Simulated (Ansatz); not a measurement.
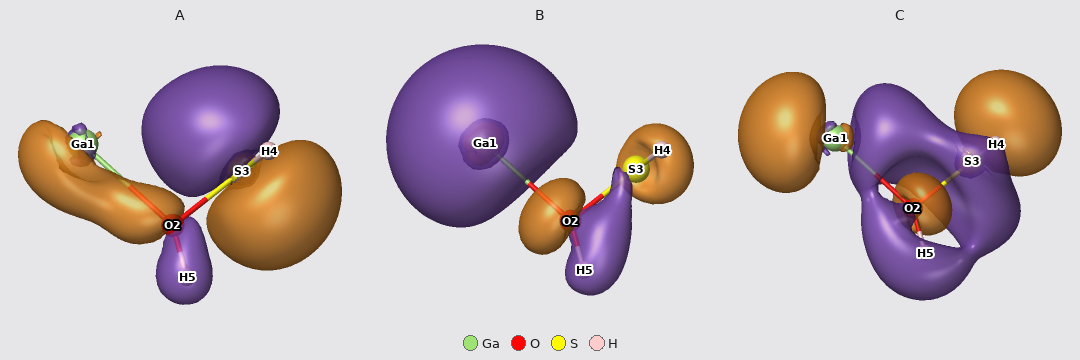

Figure. GaH$_{2}$OS (charge +1). Three frontier orbitals at ±0.08 Å⁻³ᐟ² (orange and purple are the two phases), in no order.

Geometry: PBE0-D3(BJ)/def2-SVP.

All numbers below come from Ansatz 0.2.0, isolated molecule in a Gaussian basis; Kohn-Sham density functional theory, functional PBE0.

Input file:

```
crystal:
  periodic: [false, false, false]
  atoms:
    - {symbol: Ga, position_ang: [-2.541966, 1.937436, 1.219945]}
    - {symbol: O, position_ang: [-1.115058, 0.485041, 0.323024]}
    - {symbol: S, position_ang: [0.116647, 0.657477, 1.488790]}
    - {symbol: H, position_ang: [-0.184816, -0.456487, 2.206834]}
    - {symbol: H, position_ang: [-0.815620, 0.017561, -0.478168]}
basis:
  gaussian:
    orbitals: def2-TZVPD
total_charge: 1
hamiltonian:
  xc: pbe0
output:
  forces: true
  orbitals: {seedname: orbitals}
```

Command:

```sh
ansatz run input.yaml --threads 1 --pin off --max-ram 2610MiB --events-out events.jsonl --progress --plain --runs-dir runs
```

### Which picture is the HOMO−1, the HOMO and the LUMO?

B is the HOMO−1 (−14.30 eV). Its weight (Hirshfeld) is mainly on Ga1 (about 80 %) and O2 (about 10 %). A is the HOMO (−12.96 eV). By Hirshfeld shares it lies mainly on S3 (about 80 %), Ga1 (about 10 %) and O2 (about 5 %); largely a lone pair of S3. C is the LUMO (−6.79 eV). By Hirshfeld shares it lies mainly on S3 (about 45 %), Ga1 (about 25 %), O2 (about 15 %) and H5 (about 5 %).

### What is the HOMO–LUMO gap?

6.17 eV between the orbital energies.
